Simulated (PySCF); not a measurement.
# OsS₃⁻: quartet, from a trigonal planar start

Where does quartet OsS₃⁻ go from a trigonal planar start, is the end point a minimum, and what are its modes, charges and moments?

Computed with PySCF 2.14.0. Level: PBE, basis Os def2-SVPD with ECP60, S def2-SVPD, scalar-relativistic core potentials, no spin–orbit coupling, density fitting.

### Step 1. Where the work starts

4 atoms, charge -1, spin multiplicity 4.

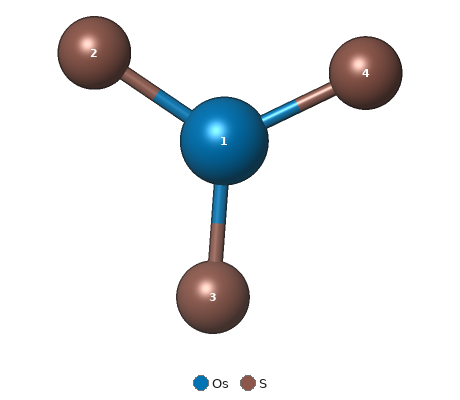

As it starts; osmium blue, sulfur brown; atoms are numbered from 1 in the order of the file.

Coordinates in bohr (charge -1 multiplicity 4):
```
Os    0.0000    0.0000    0.0000
S     3.9685    0.0000    0.0000
S    -1.9842    3.4368    0.0000
S    -1.9843   -3.4368    0.0000
```

### Step 2. Relaxation: trigonal planar start, quartet

The steps below are one call of a driver around PySCF. For each, scf.py gives the equivalent set-up of the SCF; relaxations use the driver's own optimiser. Before each start the driver seeks the lowest SCF state from one or more starting densities and follows internal instabilities, so scf.py alone need not reach the same state.

The program finds D3h symmetry in the start, which this walk keeps. The walk stops when the largest gradient is under 0.0003 Eh/bohr and the energy has settled too.

scf.py

```python
from pyscf import gto, scf, dft
mol = gto.M(atom='''
Os     0.000000    -0.000000    -0.000000
S      2.100027    -0.000023    -0.000000
S     -1.049993     1.818688    -0.000000
S     -1.050034    -1.818665     0.000000''',
    basis={'Os': 'def2-SVPD', 'S': 'def2-SVPD'},
    ecp={'Os': 'def2-SVPD'},
    charge=-1, spin=3)
mf = dft.UKS(mol, xc='PBE')
mf.grids.atom_grid = (50, 194)
aux = {'Os': 'def2-universal-JKFIT', 'S': 'def2-universal-JKFIT'}
mf = mf.density_fit(auxbasis=aux)
mf.kernel()
```

Energy and gradient, step by step:

```tsv
step	energy (Eh)	change (kJ/mol)	largest symmetric gradient (Eh/bohr)
0	-1284.615661	0.00	0.04814
1	-1284.626409	-28.22	0.00275
2	-1284.626451	-28.33	0.00049
3	-1284.626452	-28.33	0.00001
```

The walk needed 8.9 s of wall time on 4 threads, shared host.

Geometry (Å) and forces (eV/Å) at some steps:

```
step 0
Os   0.000   0.000   0.000   0.004   0.000   0.000
S    2.100   0.000   0.000   2.473   0.000   0.000
S   -1.050   1.819   0.000  -1.238   2.145   0.000
S   -1.050  -1.819   0.000  -1.239  -2.145   0.000
step 1
Os   0.000   0.000   0.000   0.008   0.000   0.000
S    2.179   0.000   0.000   0.139   0.000   0.000
S   -1.089   1.887   0.000  -0.074   0.122   0.000
S   -1.089  -1.887   0.000  -0.074  -0.122   0.000
step 2
Os   0.000   0.000   0.000   0.008   0.000   0.000
S    2.184   0.000   0.000   0.023   0.000   0.000
S   -1.092   1.891   0.000  -0.015   0.021   0.000
S   -1.092  -1.891   0.000  -0.015  -0.021   0.000
step 3
Os   0.000   0.000   0.000   0.007   0.000   0.000
S    2.185   0.000   0.000  -0.001   0.000   0.000
S   -1.092   1.892   0.000  -0.003  -0.001   0.000
S   -1.092  -1.892   0.000  -0.003   0.001   0.000
```

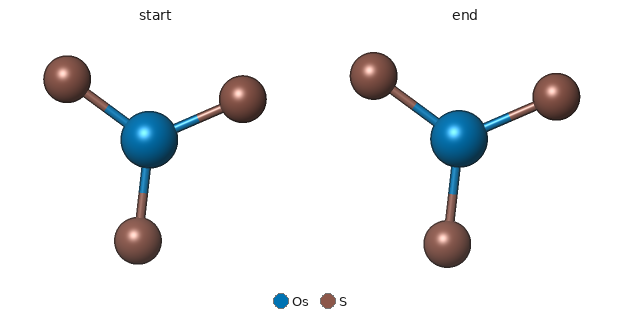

Start and end of the relaxation.

After 3 steps and 28.3 kJ/mol it ends at D3h: Os–S 2.185 Å (×3); S–Os–S 120.0° (×3).

### Step 3. Frequencies

On the finer grid the gradient is checked again; gradients at displacements of ±0.01 bohr then give force constants and infrared intensities.

scf.py, as its differences from that of step 2:

```diff
@@ -3,4 +3,4 @@
-Os     0.000000    -0.000000    -0.000000
-S      2.100027    -0.000023    -0.000000
-S     -1.049993     1.818688    -0.000000
-S     -1.050034    -1.818665     0.000000''',
+Os     0.000000    -0.000000     0.000000
+S      2.184708    -0.000024     0.000000
+S     -1.092333     1.892025    -0.000000
+S     -1.092375    -1.892001     0.000000''',
@@ -11 +11 @@
-mf.grids.atom_grid = (50, 194)
+mf.grids.atom_grid = (75, 302)
```

The driver hands on the density of the step before, so the log starts near convergence.

Log of the central SCF (cycles and frontier levels):

```text
init E= -1284.6264888366
[... the frontier-level lines of each cycle are left out ...]
cycle= 1 E= -1284.62648865474  delta_E= 1.82e-07  |g|= 0.000613  |ddm|= 0.000576
cycle= 2 E= -1284.62648318247  delta_E= 5.47e-06  |g|= 0.00336  |ddm|= 0.00315
cycle= 3 E= -1284.62648884257  delta_E= -5.66e-06  |g|= 1.9e-05  |ddm|= 0.00267
cycle= 4 E= -1284.62648884285  delta_E= -2.88e-10  |g|= 1.04e-06  |ddm|= 2.43e-05
cycle= 5 E= -1284.62648884286  delta_E= -1.82e-12  |g|= 1.18e-07  |ddm|= 1.36e-06
Extra cycle  E= -1284.62648884286  delta_E= -9.09e-13  |g|= 5.48e-07  |ddm|= 5.7e-07
converged SCF energy = -1284.62648884286  <S^2> = 3.7581637  2S+1 = 4.0040798
```

The whole step took 26 s.

Geometry: D3h; Os–S 2.185 Å (×3); S–Os–S 120.0° (×3).

Modes, for the most abundant isotopes:

```csv
symmetry,ω (cm⁻¹),IR (km/mol),μ (u),type
a2'',57i,15.8,44.26,bend
e',138,4.2,35.26,bend
a1',451,0.0,31.97,stretch
e',457,147,39.21,stretch
```

With 1 mode imaginary (up to 57i cm⁻¹) this point is a saddle.

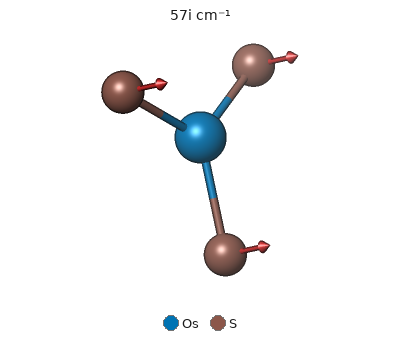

The imaginary mode, as arrows.

Properties at this point:

```yaml
Dipole_moment_about_the_centre_of_mass: 0.00 D
Highest_occupied_level: -0.70 eV
Lowest_empty_level: -0.88 eV
Rotational_constants: 0.07365, 0.07365, 0.03682 cm⁻¹
Zero-point_energy_real_modes: 9.8 kJ/mol
Principal_polarisabilities: 87.6, 163.0, 163.0 bohr³
Principal_traceless_quadrupole_moments_about_the_centre_of_mass: -7.15, -7.15, 14.30 D Å
Spin_squared_⟨S²⟩: 3.758
```

Populations by atom (charges in e):

| atom | Mulliken | Löwdin | polar tensor | spin (Mulliken) | Mayer order to Os1 |
| --- | --- | --- | --- | --- | --- |
| Os1 | 0.96 | -0.27 | 0.72 | 2.03 | – |
| S2,3,4 | -0.65 | -0.24 | -0.57 | 0.32 | 1.35 |

Mulliken populations on Os1 (outside its core potential): s 2.43, p 6.11, d 6.46, f 0.04.

### Step 4. Leaving the saddle point

The atoms are moved a little along the softest imaginary mode and relaxed again.

The program finds C3v symmetry in the start, which this walk keeps.

scf.py, as its differences from that of step 3:

```diff
@@ -3,4 +3,4 @@
-Os     0.000000    -0.000000     0.000000
-S      2.184708    -0.000024     0.000000
-S     -1.092333     1.892025    -0.000000
-S     -1.092375    -1.892001     0.000000''',
+Os     0.000000    -0.000000    -0.124916
+S      2.184708    -0.000024     0.250000
+S     -1.092333     1.892025     0.250000
+S     -1.092375    -1.892001     0.250000''',
@@ -11 +11 @@
-mf.grids.atom_grid = (75, 302)
+mf.grids.atom_grid = (50, 194)
```

Steps of the walk:

```tsv
step	energy (Eh)	change (kJ/mol)	largest symmetric gradient (Eh/bohr)
0	-1284.625417	0.00	0.01560
1	-1284.627190	-4.66	0.00080
2	-1284.627230	-4.76	0.00053
3	-1284.627236	-4.78	0.00006
```

The walk took 11 s.

Positions (Å) and forces (eV/Å) along the way:

```
step 0
Os   0.000   0.000  -0.125   0.005   0.000   0.548
S    2.185   0.000   0.250  -0.797   0.000  -0.185
S   -1.092   1.892   0.250   0.396  -0.701  -0.182
S   -1.092  -1.892   0.250   0.396   0.701  -0.182
step 1
Os   0.000   0.000  -0.047   0.005   0.000  -0.036
S    2.166   0.000   0.224  -0.033   0.000   0.006
S   -1.083   1.876   0.224   0.014  -0.044   0.015
S   -1.083  -1.876   0.224   0.014   0.044   0.015
step 2
Os   0.000   0.000  -0.068   0.003   0.000  -0.027
S    2.160   0.000   0.231   0.022   0.000   0.003
S   -1.080   1.870   0.231  -0.012   0.001   0.012
S   -1.080  -1.870   0.231  -0.012  -0.001   0.012
step 3
Os   0.000   0.000  -0.081   0.002   0.000   0.003
S    2.157   0.000   0.235   0.010   0.000  -0.006
S   -1.079   1.868   0.235  -0.006  -0.011   0.002
S   -1.079  -1.868   0.235  -0.006   0.011   0.002
```

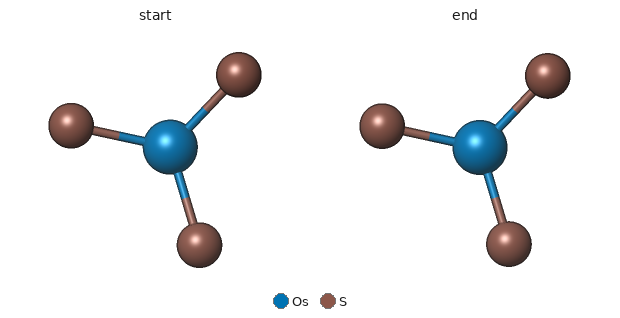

The geometry along the walk, at one scale.

End point (C3v, 3 steps, 4.8 kJ/mol gained): Os–S 2.180 Å (×3); S–Os–S 117.9° (×3).

### Step 5. Frequencies

As before: finer grid, then central differences.

scf.py, as its differences from that of step 4:

```diff
@@ -3,4 +3,4 @@
-Os     0.000000    -0.000000    -0.124916
-S      2.184708    -0.000024     0.250000
-S     -1.092333     1.892025     0.250000
-S     -1.092375    -1.892001     0.250000''',
+Os     0.000000    -0.000000    -0.107215
+S      2.157132    -0.000024     0.211456
+S     -1.078545     1.868143     0.211456
+S     -1.078587    -1.868119     0.211456''',
@@ -11 +11 @@
-mf.grids.atom_grid = (50, 194)
+mf.grids.atom_grid = (75, 302)
```

Log of the central SCF (cycles and frontier levels):

```text
init E= -1284.62714804172
[... the frontier-level lines of each cycle are left out ...]
cycle= 1 E= -1284.62714796507  delta_E= 7.66e-08  |g|= 0.000393  |ddm|= 0.000391
cycle= 2 E= -1284.62714527341  delta_E= 2.69e-06  |g|= 0.00234  |ddm|= 0.00225
cycle= 3 E= -1284.62714803885  delta_E= -2.77e-06  |g|= 8.48e-05  |ddm|= 0.00191
cycle= 4 E= -1284.62714804394  delta_E= -5.09e-09  |g|= 1.72e-05  |ddm|= 0.00012
cycle= 5 E= -1284.62714804414  delta_E= -2.01e-10  |g|= 7.09e-07  |ddm|= 2.28e-05
cycle= 6 E= -1284.62714804414  delta_E= -4.09e-12  |g|= 9.9e-08  |ddm|= 1.2e-06
Extra cycle  E= -1284.62714804414  delta_E= 9.09e-13  |g|= 4.21e-07  |ddm|= 4.66e-07
converged SCF energy = -1284.62714804414  <S^2> = 3.7583747  2S+1 = 4.0041852
```

The whole step took 37 s.

Geometry: C3v; Os–S 2.181 Å (×3); S–Os–S 117.9° (×3).

Harmonic modes (main isotopes):

```json
{"symmetry": "a1", "ω (cm⁻¹)": "73", "IR (km/mol)": "6.7", "type": "bend"}
{"symmetry": "e", "ω (cm⁻¹)": "142", "IR (km/mol)": "3.1", "type": "bend"}
{"symmetry": "e", "ω (cm⁻¹)": "454", "IR (km/mol)": "143", "type": "stretch"}
{"symmetry": "a1", "ω (cm⁻¹)": "456", "IR (km/mol)": "0.4", "type": "stretch"}
```

All wavenumbers are real: a minimum.

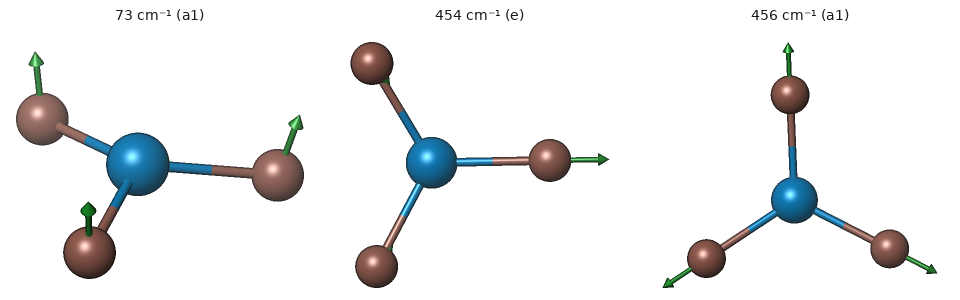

Displacements of 3 of the modes, as arrows (one member where a mode is degenerate).

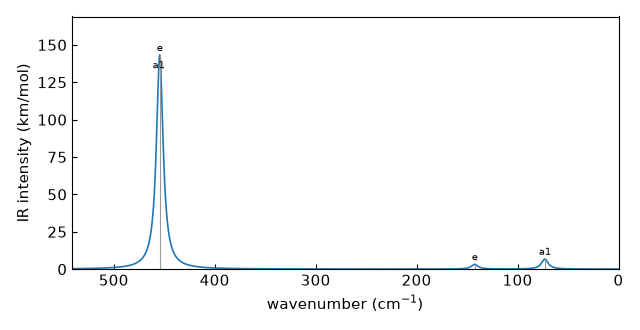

The harmonic infrared spectrum (widths in cm⁻¹). Lines are broadened to a width of 8 cm⁻¹ (Lorentzian).

Constants and moments:

```yaml
Dipole_moment_about_the_centre_of_mass: 1.35 D
Highest_occupied_level: -0.61 eV
Lowest_empty_level: -0.69 eV
Rotational_constants: 0.0734, 0.0734, 0.03777 cm⁻¹
Zero-point_energy: 10.3 kJ/mol
Principal_polarisabilities: 85.3, 162.5, 162.5 bohr³
Principal_traceless_quadrupole_moments_about_the_centre_of_mass: -6.78, -6.78, 13.57 D Å
Entropy_at_298.15_K_and_1_bar_electronic_part_spin_only: 351.0 J/(mol K)
Heat_capacity_Cp_at_298.15_K: 74.4 J/(mol K)
Enthalpy_at_298.15_K_above_0_K: 17.48 kJ/mol
Rotational_symmetry_number: 3
Spin_squared_⟨S²⟩: 3.758
```

Charges (e) and bond orders:

| atom | Mulliken | Löwdin | polar tensor | spin (Mulliken) | Mayer order to Os1 |
| --- | --- | --- | --- | --- | --- |
| Os1 | 0.91 | -0.30 | 0.62 | 1.94 | – |
| S2,3,4 | -0.64 | -0.23 | -0.54 | 0.35 | 1.42 |

Mulliken populations on Os1 (outside its core potential): s 2.41, p 6.17, d 6.48, f 0.04.

### Step 6. The points found, side by side

| spin | group | bonds | imaginary modes (cm⁻¹) | ΔE (kJ/mol) | with zero-point energy |
| --- | --- | --- | --- | --- | --- |
| quartet | C3v | Os–S 2.181 Å (×3) | none | 0.0 | 0.0 |
| quartet | D3h | Os–S 2.185 Å (×3) | 57i | 1.7 | – |

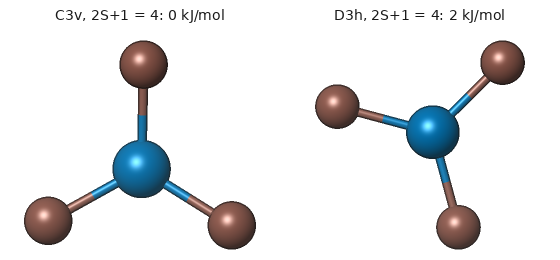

The points, lowest first (osmium blue, sulfur brown).

### Step 7. Summary of results

| quantity | value |
| --- | --- |
| minimum | quartet, C3v |
| geometry | Os–S 2.181 Å (×3); S–Os–S 117.9° (×3) |
| wavenumbers (cm⁻¹) | 73 (a1), 142 (e), 454 (e), 456 (a1) |
| dipole moment (centre of mass) | 1.35 D |
| highest occupied, lowest empty level (either spin) | -0.61, -0.69 eV |
| polar-tensor charge of Os1 | +0.62 e |
| zero-point energy | 10.3 kJ/mol |
| entropy at 298.15 K | 351.0 J/(mol K) |
| ⟨S²⟩ | 3.758 |

**Reading.** The trigonal planar start (D3h) ends in a minimum of C3v symmetry, after a stop at a saddle point 1.7 kJ/mol higher, from which it was pushed off along an imaginary mode. An empty level of one spin lies below a filled level of the other, which hints that a lower spin is more stable. In the infrared the band at 454 cm⁻¹ (e, stretch) leads. Most of the spin sits on Os1 (Mulliken spin 1.94, against 3 for the whole molecule). Only this shape and spin were tried, so other structures or states may lie lower. The soft modes, below some 90 cm⁻¹, carry numerical noise of tens of cm⁻¹, and the entropy with them. One determinant may miss the lowest occupation of an open d or f shell. Spin–orbit coupling, left out here, can matter for elements this heavy.

The search up to here needed 1.7 min of wall time on 4 threads, shared host.
